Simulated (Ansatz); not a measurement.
# SiO+ (sextet): one geometry, many settings

What do other methods and options give for SiO+ (sextet) at this geometry, and how long do they take?

Program: Ansatz 0.2.0, Gaussian basis. Level of theory: the settings change from run to run. These are calculated values, not measurements.

9 further runs of the same task are left out: 5 that didn't finish, 4 set aside as unsound or not needed.

## Step 1: The geometry

The geometry is a PBE0/def2-TZVP stationary point (not a proven minimum) of the parent state, kept for this charge and spin.

2 atoms, charge 1, spin multiplicity 6.

Atoms are counted from 1 here; the program's logs count them from 0.

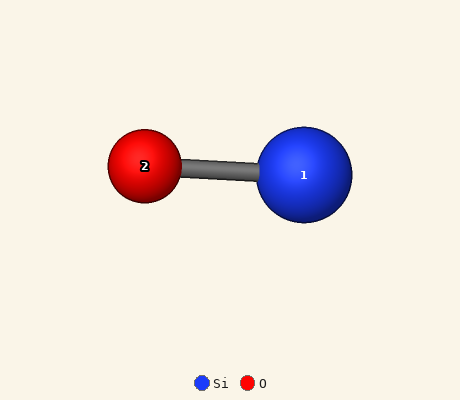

The structure; silicon blue, oxygen red; atoms are numbered from 1 in the order of the file.

## Step 2: CCSD/6-31G

File in.yaml:

```yaml
crystal:
  periodic: [false, false, false]
  atoms:
    - {symbol: Si, position_ang: [0.000000, 0.000000, 0.000000]}
    - {symbol: O, position_ang: [0.000000, 0.000000, 1.713500]}
basis:
  gaussian: {orbitals: 6-31G}
total_charge: 1
magnetization: {spin_polarized: false, initial_magnetization: 5}
hamiltonian: {xc: {name: r2SCAN}}
correlation: {method: ccsd, electrons: valence}
```

Run with:

```sh
ansatz run in.yaml --threads 1 --pin off --events-out ev --progress --plain --max-ram 2393MiB
```

What it wrote, cut to the lines that bear on the results:

```text
Functional definition: r2SCAN
  name "r2SCAN"
  cite "Furness, Kaplan, Ning, Perdew & Sun, J. Phys. Chem. Lett. 11, 8208 (2020) doi:10.1021/acs.jpclett.0c02405"
  cite "Furness, Kaplan, Ning, Perdew & Sun, J. Phys. Chem. Lett. 11, 9248 (2020) doi:10.1021/acs.jpclett.0c03077"
  parent r2scan
[...]
215 factors; integrals over basis functions are off by at most 1.4e-4 eV
[...]
mean field -9901.46263398 eV, -363.8720403463 hartree, gradient 2.8e-6 eV, S^2 8.750000; 0 other end points of the search recorded, 0 dependent functions left out
6 core orbitals not correlated: weight in the atoms' cores, before any rotation towards them, 1.000 or more for the frozen orbitals, at most 0.000 for the correlated occupied ones
reference -9882.11215836 eV, -363.1609234835 hartree; 7, 2 occupied and 9, 14 virtual orbitals, 215 factors
second order -1.57492154 eV of doubles, -0.16652910 eV of singles
cycle   1  -1.91266850 eV  change   -1.7e-1 eV  update   3.2e-2
[...]
cycle  11  -2.01052426 eV  change    4.4e-7 eV  update   4.8e-6
Total energy: -9884.12268262 eV, -363.2348088874 hartree
```

Run time: 0.69 s. Hardware: 1 thread of Intel Xeon 6975P-C, shared host.

From the report: correlation -2.0105 eV; T1 0.017; largest double amplitude 0.03. The orbitals are Kohn-Sham ones, so correlation energy and T1 don't compare with those on Hartree-Fock orbitals.

## Step 3: CCSDT(Q)/cc-pVDZ

File in.yaml:

```yaml
crystal:
  periodic: [false, false, false]
  atoms:
    - {symbol: Si, position_ang: [0.000000, 0.000000, 0.000000]}
    - {symbol: O, position_ang: [0.000000, 0.000000, 1.713500]}
basis:
  gaussian: {orbitals: cc-pVDZ}
total_charge: 1
magnetization: {spin_polarized: false, initial_magnetization: 5}
hamiltonian: {xc: {name: PBE0}}
correlation: {method: ccsdt_q, electrons: outside_noble_gas}
accuracy: high
```

The command is unchanged.

What it wrote, cut to the lines that bear on the results:

```text
Functional definition: PBE0
  name "PBE0"
  cite "Adamo & Barone, J. Chem. Phys. 110, 6158 (1999) doi:10.1063/1.478522"
  cite "Perdew, Burke & Ernzerhof, Phys. Rev. Lett. 77, 3865 (1996) doi:10.1103/PhysRevLett.77.3865"
  parent pbe
[...]
589 factors; integrals over basis functions are off by at most 3.4e-9 eV
[...]
mean field -9899.02976313 eV, -363.7826339918 hartree, gradient 3.0e-8 eV, S^2 8.750000; 0 other end points of the search recorded, 0 dependent functions left out
6 core orbitals not correlated: weight in the atoms' cores, before any rotation towards them, 1.000 or more for the frozen orbitals, at most 0.000 for the correlated occupied ones
reference -9883.49508440 eV, -363.2117450781 hartree; 7, 2 occupied and 19, 24 virtual orbitals, 589 factors
second order -3.42246973 eV of doubles, -0.23828554 eV of singles
cycle   1  -4.04786157 eV  change   -3.9e-1 eV  update   4.5e-2
[...]
cycle  28  -4.26276061 eV  change  -5.3e-10 eV  update  5.5e-10
perturbative correction -0.00258481 eV, -0.0000949901 hartree
Total energy: -9887.76042982 eV, -363.3684936311 hartree
```

Wall time 4.1 s (1 thread of Intel Xeon 6975P-C, shared host).

From the report: correlation -4.2653 eV; T1 0.016; largest double amplitude 0.07. The orbitals are Kohn-Sham ones, so correlation energy and T1 don't compare with those on Hartree-Fock orbitals.

## Step 4: CCSDT(Q)/def2-SVP

in.yaml, as its differences from that of step 3:

```diff
@@ -6,7 +6,8 @@
 basis:
-  gaussian: {orbitals: cc-pVDZ}
+  gaussian: {orbitals: def2-SVP}
 total_charge: 1
 magnetization: {spin_polarized: false, initial_magnetization: 5}
-hamiltonian: {xc: {name: PBE0}}
+hamiltonian: {xc: {name: r2SCAN}}
 correlation: {method: ccsdt_q, electrons: outside_noble_gas}
 accuracy: high
+output: {forces: true}
```

The command is unchanged.

What it wrote, cut to the lines that bear on the results:

```text
Functional definition: r2SCAN
  name "r2SCAN"
  cite "Furness, Kaplan, Ning, Perdew & Sun, J. Phys. Chem. Lett. 11, 8208 (2020) doi:10.1021/acs.jpclett.0c02405"
  cite "Furness, Kaplan, Ning, Perdew & Sun, J. Phys. Chem. Lett. 11, 9248 (2020) doi:10.1021/acs.jpclett.0c03077"
  parent r2scan
[...]
509 factors; integrals over basis functions are off by at most 3.8e-9 eV
[...]
mean field -9898.51827908 eV, -363.7638372997 hartree, gradient 1.9e-8 eV, S^2 8.750000; 0 other end points of the search recorded, 0 dependent functions left out
6 core orbitals not correlated: weight in the atoms' cores, before any rotation towards them, 1.000 or more for the frozen orbitals, at most 0.000 for the correlated occupied ones
reference -9879.06526554 eV, -363.0489522376 hartree; 7, 2 occupied and 19, 24 virtual orbitals, 509 factors
second order -3.39528957 eV of doubles, -0.23654730 eV of singles
cycle   1  -4.02230329 eV  change   -3.9e-1 eV  update   4.3e-2
[...]
cycle  28  -4.23250834 eV  change  -4.1e-10 eV  update  5.7e-10
perturbative correction -0.00226591 eV, -0.0000832705 hartree
[...]
Total energy: -9883.30003978 eV, -363.2045773206 hartree
Atom 0 at     0.000000     0.000000     0.000000 Å, force     0.000000     0.000000    -7.192427 eV/Å
Atom 1 at     0.000000     0.000000     1.713500 Å, force    -0.000000    -0.000000     7.192427 eV/Å
Dipole moment:    -0.000000     0.000000     0.058181 e Å
```

It took 24 s on 1 thread of Intel Xeon 6975P-C, shared host; peak memory 0.53 GiB.

From the report: correlation -4.2348 eV; T1 0.016; largest double amplitude 0.06. The orbitals are Kohn-Sham ones, so correlation energy and T1 don't compare with those on Hartree-Fock orbitals.

## Step 5: The runs in one table

Where basis and cores are those of an earlier FCI/6-31G run (-9884.1897 eV), and the state is the same kind, the miss against it is given.

| level | correlated | functions | energy (eV) | from FCI (meV) | time |
| --- | --- | --- | --- | --- | --- |
| CCSD/6-31G (on r2SCAN orbitals) | valence | 22 | -9884.1227 | 67.0 | 0.69 s |
| CCSDT(Q)/cc-pVDZ (on PBE0 orbitals) | outside noble gas | 32 | -9887.7604 |  | 4.1 s |
| CCSDT(Q)/def2-SVP (on r2SCAN orbitals) | outside noble gas | 32 | -9883.3000 |  | 24 s |

## Step 6: What came out

| quantity | value |
| --- | --- |
| runs | 3 |
| quickest | CCSD/6-31G (on r2SCAN orbitals), 0.69 s |
| slowest | CCSDT(Q)/def2-SVP (on r2SCAN orbitals), 24 s |

In words: Total energies in different bases, with other cores or another treatment of relativity can't be set against each other. CCSDT(Q)/def2-SVP (on r2SCAN orbitals) took 35 times as long as CCSD/6-31G (on r2SCAN orbitals); the jobs differ in more than the method. Cores frozen from Kohn-Sham orbitals shift the total energy.
